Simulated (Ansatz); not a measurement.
# C₃H₁₂BNSi: how energies converge with the basis set

Aim: see how fast density functionals converge with the basis set for C₃H₁₂BNSi.

Method: one geometry, several basis sets; program: Ansatz 0.2.0, Gaussian basis.

The runs, in order: PBE0-D4/def2-SVP; ωB97M-V/def2-SVP; PBE0-D4/def2-QZVPP; ωB97M-V/def2-QZVPP; the functionals' def2-TZVPP values are taken from earlier runs.

1 further run of the same task is left out (it didn't finish). Runs told in other sessions of the task aren't counted.

## (1) The relaxed structure

The geometry comes from an earlier relaxation with PBE0-D4 in a triple-zeta def2 set; it is a stationary point, not always the lowest conformer.

18 atoms, charge 0, spin multiplicity 1.

Atoms are counted from 1 here; the program's logs count them from 0.

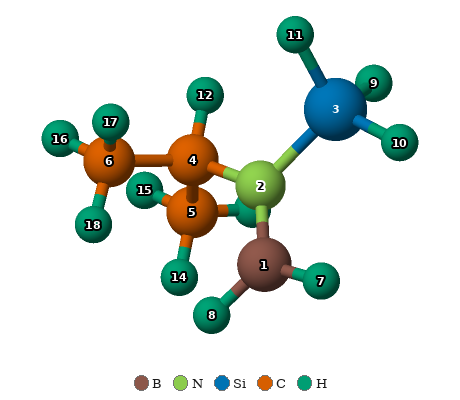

The geometry (boron brown, nitrogen green, silicon blue, carbon orange, hydrogen teal); atoms are numbered from 1 in the order of the file.

As a file:

```xyz
18

B    -0.1632   -1.6914   -0.7602
N     0.4371   -0.6407   -0.0644
Si    2.0467   -0.7521    0.6015
C    -0.2413    0.6531    0.1656
C    -0.5292    1.3606   -1.1471
C    -1.4912    0.4741    1.0094
H     0.4472   -2.7109   -0.9094
H    -1.2717   -1.5765   -1.2017
H     2.9026    0.3189    0.0210
H     2.6152   -2.0854    0.3030
H     1.9948   -0.5278    2.0725
H     0.4546    1.2844    0.7356
H     0.3878    1.4978   -1.7238
H    -1.2288    0.7771   -1.7496
H    -0.9717    2.3426   -0.9642
H    -1.9483    1.4422    1.2270
H    -1.2541   -0.0156    1.9562
H    -2.2242   -0.1390    0.4805
```

## (2) PBE0-D4 in def2-SVP

in.yaml

```yaml
crystal:
  periodic: [false, false, false]
  atoms:
    - {symbol: B, position_ang: [-0.163170, -1.691440, -0.760250]}
    - {symbol: N, position_ang: [0.437109, -0.640724, -0.064379]}
    - {symbol: Si, position_ang: [2.046657, -0.752051, 0.601535]}
    - {symbol: C, position_ang: [-0.241347, 0.653108, 0.165569]}
    - {symbol: C, position_ang: [-0.529213, 1.360574, -1.147090]}
    - {symbol: C, position_ang: [-1.491204, 0.474058, 1.009406]}
    - {symbol: H, position_ang: [0.447194, -2.710900, -0.909442]}
    - {symbol: H, position_ang: [-1.271659, -1.576506, -1.201694]}
    - {symbol: H, position_ang: [2.902646, 0.318932, 0.021049]}
    - {symbol: H, position_ang: [2.615226, -2.085372, 0.302955]}
    - {symbol: H, position_ang: [1.994775, -0.527775, 2.072458]}
    - {symbol: H, position_ang: [0.454620, 1.284436, 0.735633]}
    - {symbol: H, position_ang: [0.387800, 1.497787, -1.723780]}
    - {symbol: H, position_ang: [-1.228842, 0.777106, -1.749586]}
    - {symbol: H, position_ang: [-0.971663, 2.342563, -0.964240]}
    - {symbol: H, position_ang: [-1.948255, 1.442180, 1.226952]}
    - {symbol: H, position_ang: [-1.254075, -0.015589, 1.956155]}
    - {symbol: H, position_ang: [-2.224199, -0.138989, 0.480547]}
basis:
  gaussian: {orbitals: def2-SVP}
hamiltonian: {xc: pbe0, dispersion: d4}
output: {orbitals: {seedname: orbitals}}
```

Run with:

```
> ansatz run in.yaml --threads 4 --pin off --events-out ev --progress --plain --max-ram 11315MiB
```

Output:

```text
Functional definition: PBE0
  name "PBE0"
  cite "Adamo & Barone, J. Chem. Phys. 110, 6158 (1999) doi:10.1063/1.478522"
  cite "Perdew, Burke & Ernzerhof, Phys. Rev. Lett. 77, 3865 (1996) doi:10.1103/PhysRevLett.77.3865"
  parent pbe
  parameter a = 0.25
  parameter kappa = 0.804
  parameter beta = 0.06672455060314922
  exchange = (1 - a)*pbe_x(kappa = kappa, mu = beta*pi^2/3) + a*exact_x
  correlation = pbe_c(beta = beta)
1692 factors; their error is unknown
mean field evaluation 1: about -13327.2343 eV, gradient 5.8e1 eV
mean field evaluation 2: about -13320.9825 eV, gradient 7.7e1 eV
mean field evaluation 4: about -13335.1861 eV, gradient 3.3e0 eV
mean field evaluation 8: about -13335.2068 eV, gradient 3.9e-2 eV
mean field evaluation 16: about -13335.2319 eV, gradient 1.1e-5 eV
mean field -13335.23187598 eV, -490.0607324976 hartree, gradient 1.2e-5 eV, S^2 0.000000; 0 other end points of the search recorded, 0 dependent functions left out
reference -13335.23190923 eV, -490.0607337193 hartree; 28, 28 occupied and 120, 120 virtual orbitals, 1692 factors
Total energy: -13335.60007457 eV, -490.0742635462 hartree
```

Run time: 0.85 s. Hardware: 4 threads of AMD EPYC 9R45, shared host.

## (3) ωB97M-V in def2-SVP

in.yaml, as its differences from that of step 2:

```diff
@@ -23,3 +23,3 @@
   gaussian: {orbitals: def2-SVP}
-hamiltonian: {xc: pbe0, dispersion: d4}
+hamiltonian: {xc: {name: wB97M-V}}
 output: {orbitals: {seedname: orbitals}}
```

Launched as before.

Output, cut to the lines that bear on the results:

```text
Functional definition: wB97M-V
  name "wB97M-V"
  cite "Mardirossian & Head-Gordon, J. Chem. Phys. 144, 214110 (2016) doi:10.1063/1.4952647"
  cite "Becke, J. Chem. Phys. 107, 8554 (1997) doi:10.1063/1.475007"
  cite "Vydrov & Van Voorhis, J. Chem. Phys. 133, 244103 (2010) doi:10.1063/1.3521275"
  # Of w^i u^j: cxij and so on, Table III.
[...]
  gx(w, u) = 1 - cx + cx01*u + cx10*w
  gss(w, u) = css00 + css04*u^4 + css10*w + css20*w^2 + css43*w^4*u^3
  gos(w, u) = cos00 + cos10*w + (cos20 + cos21*u)*w^2 + (cos60 + cos61*u)*w^6
[...]
      + integral(e_c_pw_mod_opposite_spin*gos(b97_w_opposite, b97_u_opposite)) + vv10(b, c)
1692 factors; their error is unknown
477 factors; integrals over basis functions are off by at most 9.6e-6 eV
[...]
mean field -13341.40903848 eV, -490.2877390322 hartree, gradient 8.8e-6 eV, S^2 0.000000; 0 other end points of the search recorded, 0 dependent functions left out
reference -13341.40909089 eV, -490.2877409585 hartree; 28, 28 occupied and 120, 120 virtual orbitals, 1692 factors
Total energy: -13341.40909089 eV, -490.2877409585 hartree
```

It took 2.8 s on 4 threads of AMD EPYC 9R45, shared host.

## (4) PBE0-D4 in def2-QZVPP

in.yaml, as its differences from that of step 3:

```diff
@@ -22,4 +22,4 @@
 basis:
-  gaussian: {orbitals: def2-SVP}
-hamiltonian: {xc: {name: wB97M-V}}
+  gaussian: {orbitals: "def2-QZVPP.json"}
+hamiltonian: {xc: pbe0, dispersion: d4}
 output: {orbitals: {seedname: orbitals}}
```

Launched as before.

Output:

```text
Functional definition: PBE0
  name "PBE0"
  cite "Adamo & Barone, J. Chem. Phys. 110, 6158 (1999) doi:10.1063/1.478522"
  cite "Perdew, Burke & Ernzerhof, Phys. Rev. Lett. 77, 3865 (1996) doi:10.1103/PhysRevLett.77.3865"
  parent pbe
  parameter a = 0.25
  parameter kappa = 0.804
  parameter beta = 0.06672455060314922
  exchange = (1 - a)*pbe_x(kappa = kappa, mu = beta*pi^2/3) + a*exact_x
  correlation = pbe_c(beta = beta)
2030 factors; their error is unknown
mean field evaluation 1: about -13331.6266 eV, gradient 7.6e1 eV
mean field evaluation 2: about -13314.5780 eV, gradient 1.1e2 eV
mean field evaluation 4: about -13344.4706 eV, gradient 6.9e0 eV
mean field evaluation 8: about -13344.5692 eV, gradient 4.2e-1 eV
mean field evaluation 16: about -13344.5694 eV, gradient 5.4e-5 eV
mean field -13344.56939467 eV, -490.4038799802 hartree, gradient 5.4e-5 eV, S^2 0.000000; 0 other end points of the search recorded, 0 dependent functions left out
reference -13344.56944700 eV, -490.4038819033 hartree; 28, 28 occupied and 687, 687 virtual orbitals, 2030 factors
Total energy: -13344.93761235 eV, -490.4174117303 hartree
```

Run time: 8.5 s. Hardware: 4 threads of AMD EPYC 9R45, shared host; peak memory 3.6 GiB.

## (5) ωB97M-V in def2-QZVPP

in.yaml, as its differences from that of step 4:

```diff
@@ -23,3 +23,3 @@
   gaussian: {orbitals: "def2-QZVPP.json"}
-hamiltonian: {xc: pbe0, dispersion: d4}
+hamiltonian: {xc: {name: wB97M-V}}
 output: {orbitals: {seedname: orbitals}}
```

The command is unchanged.

Output, cut to the lines that bear on the results:

```text
Functional definition: wB97M-V
  name "wB97M-V"
  cite "Mardirossian & Head-Gordon, J. Chem. Phys. 144, 214110 (2016) doi:10.1063/1.4952647"
  cite "Becke, J. Chem. Phys. 107, 8554 (1997) doi:10.1063/1.475007"
  cite "Vydrov & Van Voorhis, J. Chem. Phys. 133, 244103 (2010) doi:10.1063/1.3521275"
  # Of w^i u^j: cxij and so on, Table III.
[...]
  gx(w, u) = 1 - cx + cx01*u + cx10*w
  gss(w, u) = css00 + css04*u^4 + css10*w + css20*w^2 + css43*w^4*u^3
  gos(w, u) = cos00 + cos10*w + (cos20 + cos21*u)*w^2 + (cos60 + cos61*u)*w^6
[...]
      + integral(e_c_pw_mod_opposite_spin*gos(b97_w_opposite, b97_u_opposite)) + vv10(b, c)
2010 factors; their error is unknown
592 factors; integrals over basis functions are off by at most 9.0e-6 eV
[...]
mean field -13351.11969260 eV, -490.6445989889 hartree, gradient 5.1e-5 eV, S^2 0.000000; 0 other end points of the search recorded, 0 dependent functions left out
reference -13351.11977602 eV, -490.6446020548 hartree; 28, 28 occupied and 687, 687 virtual orbitals, 2010 factors
Total energy: -13351.11977602 eV, -490.6446020548 hartree
```

Wall time 16 s (4 threads of AMD EPYC 9R45, shared host); peak memory 4.4 GiB.

## (6) Functionals by basis

The def2-TZVPP values come from earlier runs at the same geometry.

```
functional       basis  functions  energy (eV)  from the largest (eV)  HOMO (eV)  LUMO (eV)
   PBE0-D4    def2-SVP        148  -13335.6001                  9.338      -7.84       0.10
   PBE0-D4  def2-TZVPP        365  -13344.3426                  0.595      -7.87      -0.14
   PBE0-D4  def2-QZVPP        715  -13344.9376                  0.000      -7.87      -0.21
   ωB97M-V    def2-SVP        148  -13341.4091                  9.711     -10.10       2.14
   ωB97M-V  def2-TZVPP        365  -13350.5585                  0.561     -10.16       1.67
   ωB97M-V  def2-QZVPP        715  -13351.1198                  0.000     -10.16       1.41
```

## (7) Outcome

```
                                       quantity          value
PBE0-D4: double and triple zeta above quadruple  9.34, 0.59 eV
ωB97M-V: double and triple zeta above quadruple  9.71, 0.56 eV
```

**Reading.** PBE0-D4 gains 8.74 eV from double to triple zeta, then 0.59 eV more. Total energies overstate the basis error of differences, where much of it tends to cancel. The LUMO of ωB97M-V is positive and keeps falling with the basis (2.14 to 1.41 eV): an unbound level that the basis holds in place.

For PBE0-D4 the largest set took about 10 times as long as the smallest (8.5 s against 0.85 s).
